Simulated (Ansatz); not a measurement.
# B(PH3)Cl3 (BCl3H3P): structure and electronic state

What does B(PH3)Cl3 (BCl3H3P) look like as a singlet, and where do its frontier electrons sit?

Program: Ansatz 0.2.0, Gaussian basis. Level of theory: RKS PBE0-D4/def2-TZVP. These are calculated values, not measurements.

The runs, in order: relaxation at B3LYP-D4/def2-SVP; a search for the lowest solution at PBE0-D4/def2-SVP; a single point at PBE0-D4/def2-TZVP.

## (1) The starting structure

8 atoms, charge 0, spin multiplicity 1.

Atoms are counted from 1 here; the program's logs count them from 0.

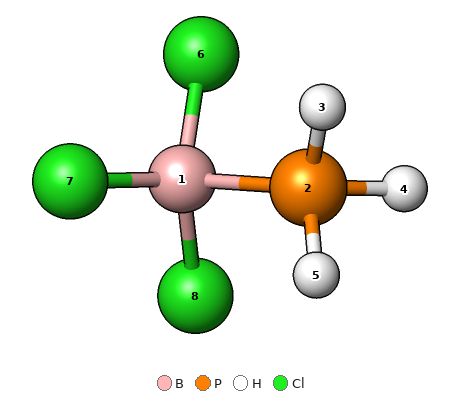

Start geometry, drawn with boron pink, phosphorus orange, hydrogen white, chlorine green; atoms are numbered from 1 in the order of the file.

As a file:

```xyz
8
charge 0, multiplicity 1
B    -0.00671    0.01495   -1.07166
P     0.00092   -0.00020    0.92965
H     0.67795    1.01731    1.56207
H     0.56522   -1.11071    1.51177
H    -1.22230    0.04886    1.55740
Cl    1.76600   -0.05597   -1.49234
Cl   -0.83320    1.57622   -1.51051
Cl   -0.94789   -1.49045   -1.48637
```

The start is a GFN2-xTB geometry.

## (2) Optimising with B3LYP-D4/def2-SVP

in.yaml reads:

```yaml
crystal:
  periodic: [false, false, false]
  atoms:
    - {symbol: B, position_ang: [-0.006710, 0.014950, -1.071660]}
    - {symbol: P, position_ang: [0.000920, -0.000200, 0.929650]}
    - {symbol: H, position_ang: [0.677950, 1.017310, 1.562070]}
    - {symbol: H, position_ang: [0.565220, -1.110710, 1.511770]}
    - {symbol: H, position_ang: [-1.222300, 0.048860, 1.557400]}
    - {symbol: Cl, position_ang: [1.766000, -0.055970, -1.492340]}
    - {symbol: Cl, position_ang: [-0.833200, 1.576220, -1.510510]}
    - {symbol: Cl, position_ang: [-0.947890, -1.490450, -1.486370]}
basis:
  gaussian: {orbitals: def2-SVP}
hamiltonian: {xc: {name: B3LYP}, dispersion: d4}
scf: {omitted_lower_state_checks: [starts]}
output: {orbitals: {seedname: orbitals}}
relax: {f_tol: 0.02, max_steps: 100}
```

Run with:

```sh
> ansatz run in.yaml --threads 4 --pin off --events-out ev --progress --plain --max-ram 3916MiB
```

The program printed, cut to the lines that bear on the results:

```text
Functional definition: B3LYP
  name "B3LYP"
  cite "Stephens, Devlin, Chabalowski & Frisch, J. Phys. Chem. 98, 11623 (1994) doi:10.1021/j100096a001"
  cite "Becke, Phys. Rev. A 38, 3098 (1988) doi:10.1103/PhysRevA.38.3098"
  cite "Lee, Yang & Parr, Phys. Rev. B 37, 785 (1988) doi:10.1103/PhysRevB.37.785"
  cite "Vosko, Wilk & Nusair, Can. J. Phys. 58, 1200 (1980) doi:10.1139/p80-159"
[...]
1024 factors; integrals over basis functions are off by at most 2.9e-4 eV
[...]
mean field -47571.45578814 eV, -1748.2187551232 hartree, gradient 1.7e-5 eV, S^2 0.000000; 0 other end points of the search recorded, 0 dependent functions left out
[...]
reference -47571.45602458 eV, -1748.2187638125 hartree; 37, 37 occupied and 64, 64 virtual orbitals, 1024 factors
relax step   1: F+E_penalty+E_count = -47571.97345945 eV  Δ(F+E_penalty+E_count) = +0.000e0 eV  max|allowed force component| = 8.745e-1 eV/Å  Δτ_max = 0.0000 Å  (23 SCF iters, accepted)
[...]
relax step   4: F+E_penalty+E_count = -47572.03870879 eV  Δ(F+E_penalty+E_count) = -8.590e-3 eV  max|allowed force component| = 9.125e-2 eV/Å  Δτ_max = 0.0426 Å  (27 SCF iters, accepted)
[...]
relax step   5: F+E_penalty+E_count = -47572.03892640 eV  Δ(F+E_penalty+E_count) = -2.176e-4 eV  max|allowed force component| = 1.458e-2 eV/Å  Δτ_max = 0.0041 Å  (23 SCF iters, accepted)
[...]
1024 factors; integrals over basis functions are off by at most 3.6e-4 eV
mean field -47571.52725289 eV, -1748.2213814045 hartree, gradient 1.3e-5 eV, S^2 0.000000; 0 other end points of the search recorded, 0 dependent functions left out
[...]
reference -47571.52748986 eV, -1748.2213901128 hartree; 37, 37 occupied and 64, 64 virtual orbitals, 1024 factors
Total energy: -47572.03916337 eV, -1748.2401937674 hartree
Atom 0 at    -0.003788     0.007385    -1.081663 Å, force     0.000632    -0.001526     0.012544 eV/Å
Atom 1 at     0.003108    -0.005940     0.946843 Å, force    -0.000167     0.000372    -0.014580 eV/Å
Atom 2 at     0.688209     1.062946     1.568835 Å, force    -0.000740    -0.000734     0.002897 eV/Å
Atom 3 at     0.593417    -1.138337     1.553344 Å, force    -0.000229     0.000897     0.003545 eV/Å
Atom 4 at    -1.265576     0.044343     1.568660 Å, force     0.001005    -0.000206     0.002954 eV/Å
Atom 5 at     1.774518    -0.064836    -1.524737 Å, force     0.003407    -0.000094    -0.002600 eV/Å
Atom 6 at    -0.830179     1.588393    -1.506666 Å, force    -0.001864     0.003928    -0.002099 eV/Å
Atom 7 at    -0.959718    -1.493944    -1.524604 Å, force    -0.002045    -0.002637    -0.002661 eV/Å
Dipole moment:     0.003895    -0.007449     1.177400 e Å
Checks for a lower state left out: starts
```

Wall time 9.6 s (4 threads of Arm Neoverse V1, shared host).

Step by step:

| step | energy from step 1 (eV) | largest force component (eV/Å) |
| --- | --- | --- |
| 1 | 0.0000 | 0.8745 |
| 2 | -0.0554 | 0.3397 |
| 3 | -0.0567 | 0.3616 |
| 4 | -0.0652 | 0.0913 |
| 5 | -0.0655 | 0.0146 |

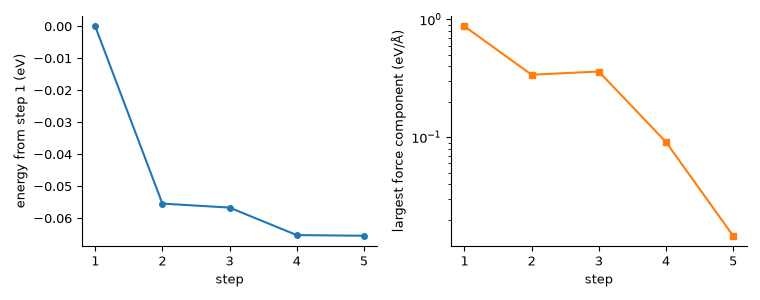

Energy and largest force along the relaxation.

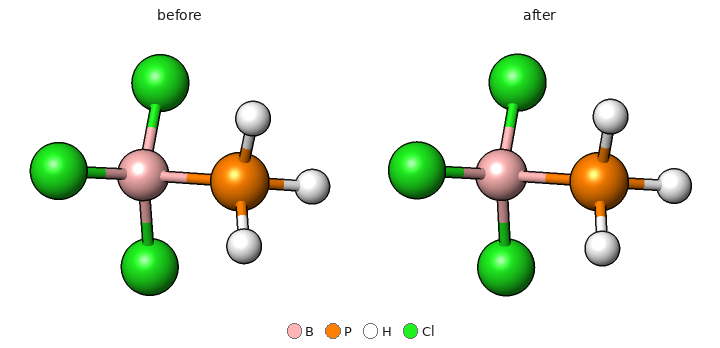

The geometry before (left) and after (right).

Close pairs (by a distance rule), those that changed most:

| bond | before (Å) | after (Å) | change (Å) |
| --- | --- | --- | --- |
| P2–H4 | 1.375 | 1.414 | +0.039 |
| P2–H5 | 1.376 | 1.414 | +0.038 |
| P2–H3 | 1.376 | 1.414 | +0.038 |
| B1–P2 | 2.001 | 2.029 | +0.027 |
| B1–Cl7 | 1.820 | 1.834 | +0.014 |
| B1–Cl8 | 1.823 | 1.834 | +0.011 |
| B1–Cl6 | 1.823 | 1.834 | +0.011 |

Bonds by kind at the end (by distance):

| bond | count | shortest (Å) | longest (Å) |
| --- | --- | --- | --- |
| B–Cl | 3 | 1.834 | 1.834 |
| B–P | 1 | 2.029 | 2.029 |
| H–P | 3 | 1.414 | 1.414 |

## (3) Searching for the lowest solution, PBE0-D4/def2-SVP

start.molden holds the orbitals of an earlier run on this state, given as this run's starting guess.

in.yaml reads:

```yaml
crystal:
  periodic: [false, false, false]
  atoms:
    - {symbol: B, position_ang: [-0.003788, 0.007385, -1.081663]}
    - {symbol: P, position_ang: [0.003108, -0.005940, 0.946843]}
    - {symbol: H, position_ang: [0.688209, 1.062946, 1.568835]}
    - {symbol: H, position_ang: [0.593417, -1.138337, 1.553344]}
    - {symbol: H, position_ang: [-1.265576, 0.044343, 1.568660]}
    - {symbol: Cl, position_ang: [1.774518, -0.064836, -1.524737]}
    - {symbol: Cl, position_ang: [-0.830179, 1.588393, -1.506666]}
    - {symbol: Cl, position_ang: [-0.959718, -1.493944, -1.524604]}
basis:
  gaussian: {orbitals: def2-SVP, initial_orbitals: start.molden}
hamiltonian: {xc: pbe0, dispersion: d4}
output: {orbitals: {seedname: orbitals}}
```

Launched as before.

The program printed:

```text
Functional definition: PBE0
  name "PBE0"
  cite "Adamo & Barone, J. Chem. Phys. 110, 6158 (1999) doi:10.1063/1.478522"
  cite "Perdew, Burke & Ernzerhof, Phys. Rev. Lett. 77, 3865 (1996) doi:10.1103/PhysRevLett.77.3865"
  parent pbe
  parameter a = 0.25
  parameter kappa = 0.804
  parameter beta = 0.06672455060314922
  exchange = (1 - a)*pbe_x(kappa = kappa, mu = beta*pi^2/3) + a*exact_x
  correlation = pbe_c(beta = beta)
945 factors; integrals over basis functions are off by at most 1.2e-3 eV
mean field evaluation 1: about -47553.0173 eV, gradient 4.1e0 eV
mean field evaluation 2: about -47553.0511 eV, gradient 2.9e-2 eV
mean field evaluation 4: about -47553.2181 eV, gradient 1.2e-3 eV
mean field evaluation 8: about -47552.5472 eV, gradient 1.3e1 eV
mean field evaluation 16: about -47553.2181 eV, gradient 3.5e-3 eV
mean field -47553.21806874 eV, -1747.5485312972 hartree, gradient 3.7e-5 eV, S^2 0.000000; 1 other end points of the search recorded, 0 dependent functions left out
reference -47553.21809220 eV, -1747.5485321594 hartree; 37, 37 occupied and 64, 64 virtual orbitals, 945 factors
Total energy: -47553.48319950 eV, -1747.5582746730 hartree
```

It took 1.6 s on 4 threads of Arm Neoverse V1, shared host.

HOMO -7.94 eV, LUMO -0.06 eV.

## (4) Single point, PBE0-D4/def2-TZVP

Edit in.yaml of step 3 so:

```diff
@@ -12,4 +12,5 @@
 basis:
-  gaussian: {orbitals: def2-SVP, initial_orbitals: start.molden}
+  gaussian: {orbitals: def2-TZVP, initial_orbitals: start.molden}
 hamiltonian: {xc: pbe0, dispersion: d4}
+scf: {omitted_lower_state_checks: [starts]}
 output: {orbitals: {seedname: orbitals}}
```

Same command.

The program printed:

```text
Functional definition: PBE0
  name "PBE0"
  cite "Adamo & Barone, J. Chem. Phys. 110, 6158 (1999) doi:10.1063/1.478522"
  cite "Perdew, Burke & Ernzerhof, Phys. Rev. Lett. 77, 3865 (1996) doi:10.1103/PhysRevLett.77.3865"
  parent pbe
  parameter a = 0.25
  parameter kappa = 0.804
  parameter beta = 0.06672455060314922
  exchange = (1 - a)*pbe_x(kappa = kappa, mu = beta*pi^2/3) + a*exact_x
  correlation = pbe_c(beta = beta)
these checks for a lower state are left out or cut short: starts
1387 factors; their error is unknown
mean field evaluation 1: about -47566.4291 eV, gradient 1.8e2 eV
mean field evaluation 2: about -47569.7517 eV, gradient 4.6e0 eV
mean field evaluation 4: about -47569.9377 eV, gradient 1.5e-1 eV
mean field -47569.93769764 eV, -1748.1629663264 hartree, gradient 5.9e-5 eV, S^2 0.000000; 0 other end points of the search recorded, 0 dependent functions left out
reference -47569.93772842 eV, -1748.1629674576 hartree; 37, 37 occupied and 160, 160 virtual orbitals, 1387 factors
Total energy: -47570.20283572 eV, -1748.1727099712 hartree
Checks for a lower state left out: starts
```

Run time: 2.6 s. Hardware: 4 threads of Arm Neoverse V1, shared host; peak memory 0.59 GiB.

HOMO -8.20 eV, LUMO -0.39 eV.

Mulliken charges, from this run's orbitals:

| atom | value (e) |
| --- | --- |
| B1 | 0.08 |
| P2 | 0.06 |
| H3 | 0.13 |
| H4 | 0.13 |
| H5 | 0.13 |
| Cl6 | -0.17 |
| Cl7 | -0.17 |
| Cl8 | -0.17 |

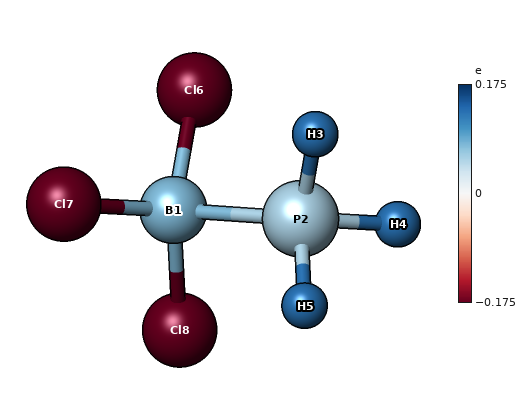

Mulliken charges, from this run's orbitals, as colours on the atoms.

Largest Mayer bond orders: B1–Cl7 1.14; B1–Cl6 1.14; B1–Cl8 1.14; P2–H3 0.93; P2–H4 0.93; P2–H5 0.93; B1–P2 0.79.

## (5) What came out

```
                       quantity                           value
                    point group                             C3v
 commonest bond, hydrogen aside  B–Cl, 3 of mean length 1.834 Å
HOMO, LUMO at PBE0-D4/def2-TZVP                 -8.20, -0.39 eV
    dipole at B3LYP-D4/def2-SVP                          5.66 D
```

What this shows: The molecule keeps its bonding pattern by the stored test; the atoms moved 0.04 Å (rms). No usable vibrations, so a minimum isn't proven.
